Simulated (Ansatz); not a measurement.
## Fields on a plane of TiSe2 (CdI2 type)

```yaml
crystal:
  lattice:
    - [3.48104, 0.00000, 0.00000]
    - [-1.74052, 3.01467, 0.00000]
    - [0.00000, 0.00000, 5.87186]
  atoms:
    - { symbol: Ti, position: [0.00000, 0.00000, 0.00000] }
    - { symbol: Se, position: [0.66667, 0.33333, 0.26465] }
    - { symbol: Se, position: [0.33333, 0.66667, 0.73535] }
```

The slice is a (-1 1 0 2) plane (indices of the conventional cell) through the point (0.667, 0.333, 0.265) (fractional), spanned by u = [110] and v = [1 -1 1] in vectors of this cell: u (3.48 Å) and v (8.42 Å, at 90° to u). It covers one period; positions are fractions (u, v).

Atoms on it: Se at (0.00, 0.00). Other atoms lie within 1 Å of the plane.

The numbers are results of PBE-D3(BJ) (plane waves to 420 eV, PAW, scalar-relativistic; Ansatz, a quantum-chemistry and plane-wave program), not measurements. k mesh 15×15×8. Near the nuclei the fields are pseudised (PAW); where an atom keeps semicore shells as valence, they peak there. TiSe2 is run without spin polarisation. TiSe2 was relaxed with its symmetry unable to fall.

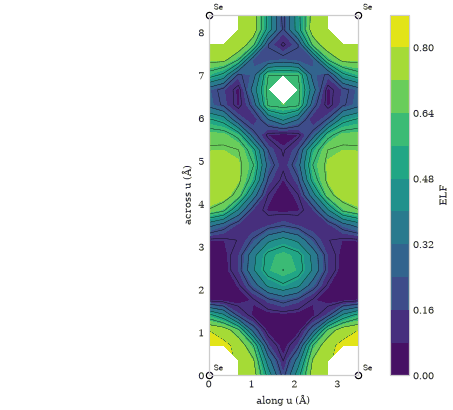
Fig. 1. Electron localisation function (ELF), one period of the plane, atoms marked. Points within 0.5 Å of a nucleus are left white, as the pseudised field means little there.

```
|%#+-:::-+#|
|++=--:--=+|
|=---===---|
|::-=***=-:|
|:::=*#*=::|
|:::=*#*=::|
|:::-=+=-::|
|---:::::--|
|==--:::--=|
|==--:.:--=|
|==-:...:-=|
|=--:...:--|
|--:.....:-|
|::.......:|
|....:::...|
|  .:::::. |
|  .:::::. |
|   .:::.  |
|   .....  |
|::... ...:|
|--:.. ..:-|
|++=:...:=+|
|%#+-:.:-+#|
|@%+-:::-+%|
```
Scale: ten equal steps from -1.60 (start of ' ') to 1.66 (end of '@'), in the order ' .:-=+*#%@'. Values: log₁₀ of the valence density in e/Å³. The map has 10 points along u (one character each, u = 0 at the left) and 24 along v (v = 0 in the bottom row). The scale is logarithmic, as a density can span decades between atoms and voids.
